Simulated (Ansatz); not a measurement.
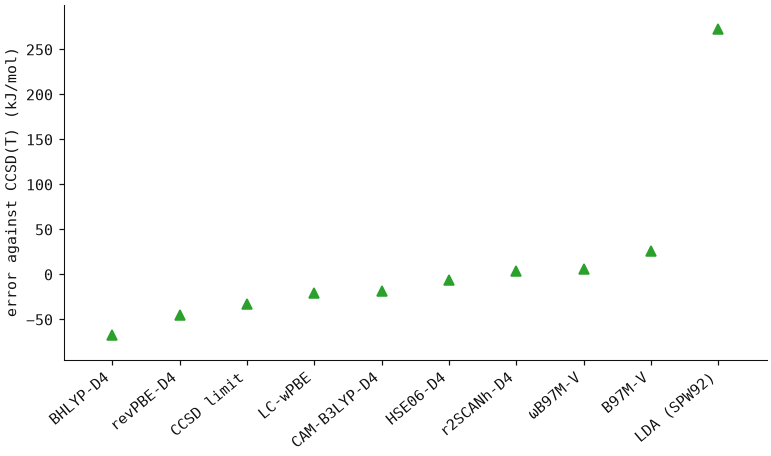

Error in the electronic atomisation energy (method less reference, so positive means overbinding) of CH₃AlCl₂, SMILES [CH3][Al]([Cl])[Cl], singlet: functionals in def2-TZVPP against frozen-core CCSD(T) at the limit (MP2 extrapolated from triple and quadruple zeta, plus CCSD(T) less MP2 in a smaller set), which gives 2461.4 kJ/mol, at a PBE0-D4/def2-TZVP geometry (a minimum by its frequencies), no zero-point or spin-orbit term, the Ansatz code. The reference leaves out core correlation, a term that grows with the number of heavy atoms. No dispersion term is added to LC-wPBE. Limit means the basis limit.

**Which of these levels overbind, and which underbind?**

Overbind: B97M-V and LDA (SPW92). Underbind: BHLYP-D4, revPBE-D4, CCSD limit and LC-wPBE. Within 20 kJ/mol of zero, too close to call in view of what the reference leaves out: CAM-B3LYP-D4, HSE06-D4, r2SCANh-D4 and ωB97M-V.

**Give the values.**

| level | kJ/mol |
| --- | --- |
| BHLYP-D4 | −67.4 |
| revPBE-D4 | −44.7 |
| CCSD limit | −33.3 |
| LC-wPBE | −21.0 |
| CAM-B3LYP-D4 | −18.8 |
| HSE06-D4 | −5.8 |
| r2SCANh-D4 | 4.4 |
| ωB97M-V | 6.2 |
| B97M-V | 26.1 |
| LDA (SPW92) | 272.7 |
